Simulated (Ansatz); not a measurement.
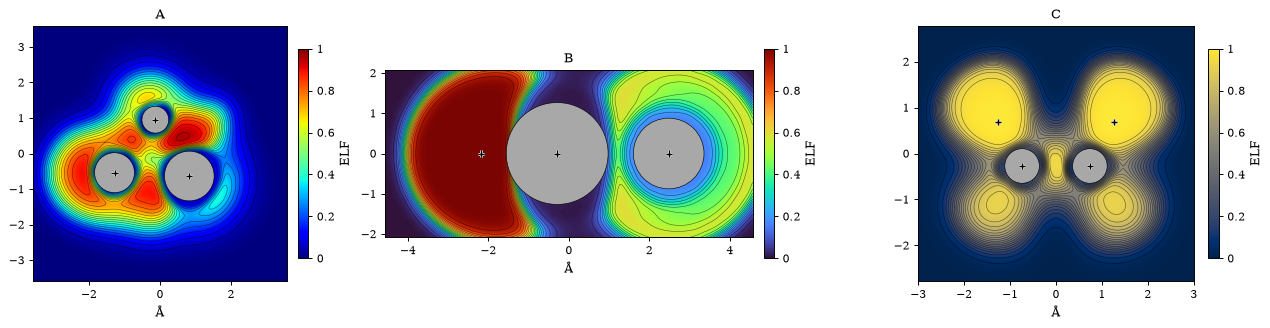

The ELF of 3 systems, each on a plane through atoms (crosses mark nuclei in the plane; grey discs cover the cores).

Method: Ansatz 0.2.0, isolated molecule in a Gaussian basis; Kohn-Sham density functional theory, functional PBE0.

System 1: C2H4Sn (SMILES [CH2]1[CH2][Sn]1), the plane of atoms C1, C2 and H7. Geometry: r2SCAN-D4/def2-SVP; core potentials replace the inner electrons of Sn.

```xyz
7

C     0.0615   -0.5387   -0.9819
C     0.0822   -0.2901   -2.4367
Sn    0.8521   -2.3695   -2.0323
H    -0.9045   -0.6833   -0.4816
H     0.7949   -0.0277   -0.3453
H    -0.8688   -0.2558   -2.9832
H     0.8306    0.3999   -2.8469
```

System 2: CH4SSi, the plane of atoms S2, C1 and Si3. Geometry: r2SCAN-D4/def2-SVP.

```
atom    x (Å)    y (Å)    z (Å)
   C  -1.7631   2.5583  -2.0947
   S  -1.7466   1.6284  -3.7315
  Si  -0.4851   1.2188  -2.0945
   H  -2.6984   2.4282  -1.5353
   H  -1.4608   3.6088  -2.1936
   H  -0.7263  -0.0065  -1.2908
   H   0.9495   1.5923  -2.1822
```

System 3: HNaZn, a plane that holds the molecular axis. Geometry: B3LYP/6-31G*.

```tsv
atom	x (Å)	y (Å)	z (Å)
Na	0.0000	0.0000	-0.2895
Zn	0.0000	0.0000	2.4804
H	0.0000	0.0000	-2.1909
```

**Which map belongs to which system?**

Panel A is system 2, CH4SSi: the plane holds C, S and Si. C–Si (1.85 Å): the ELF peaks at about 0.90 between the atoms; localised, covalent bonding. Panel B is system 3, HNaZn: the plane holds Na, Zn and H. Na–Zn (2.77 Å): the ELF is about 0.30 at the midpoint. Panel C is system 1, C2H4Sn: the plane holds C and H. C–C (1.48 Å): the ELF peaks at about 0.95 between the atoms; localised, covalent bonding.
